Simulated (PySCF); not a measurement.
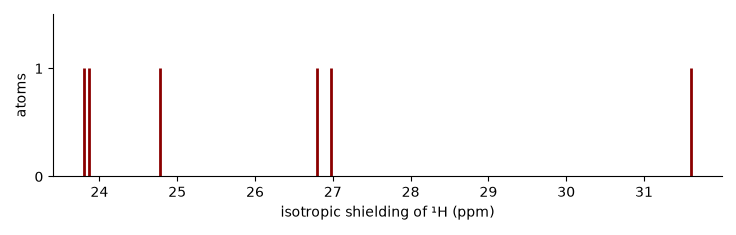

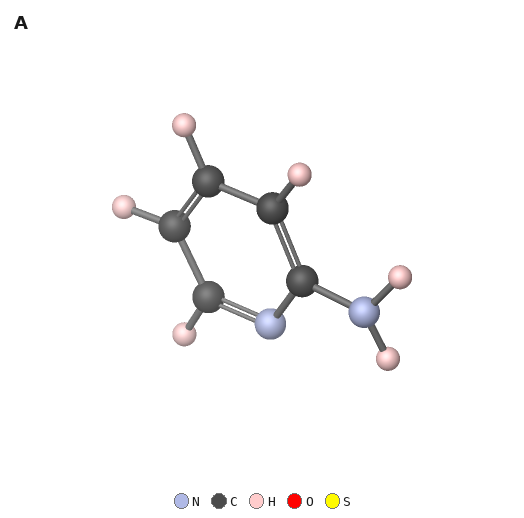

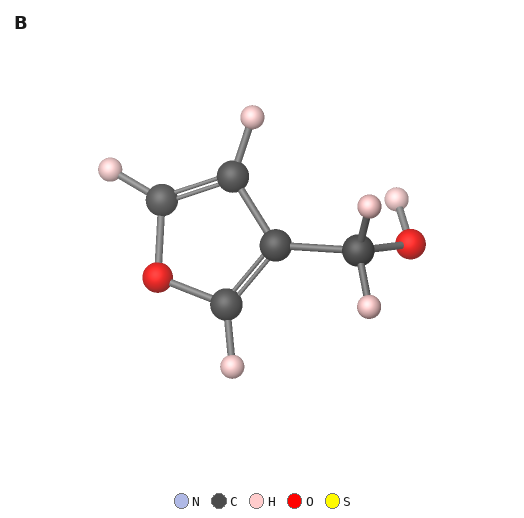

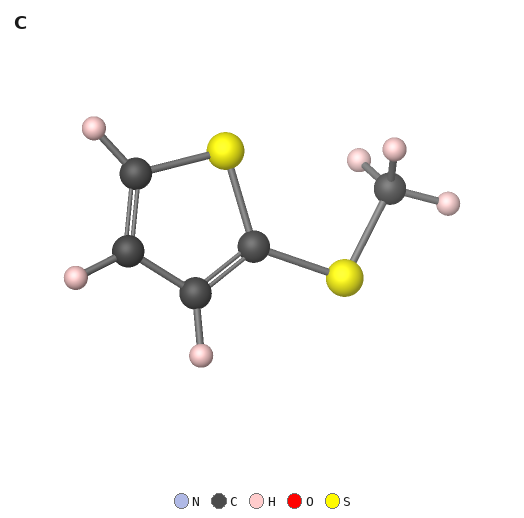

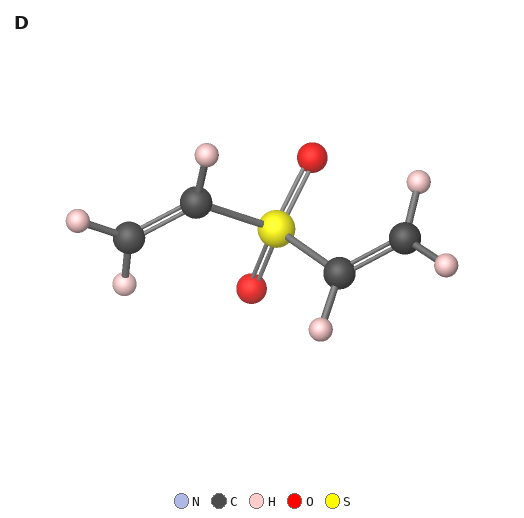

The sticks are computed shieldings of one of the molecules, for one fixed geometry (PBE0-D3(BJ)/def2-SVP) without averaging over rotations. Low shielding means a high chemical shift. Method: GIAO PBE0/cc-pVTZ NMR shielding, non-relativistic, gas phase (PySCF 2.14.0).

Question: Which molecule gives this pattern?

Answer: B, `OCc1ccoc1`. Its 6 H atoms give lines at 23.80, 23.87, 24.77, 26.80, 26.98, 31.61 ppm.
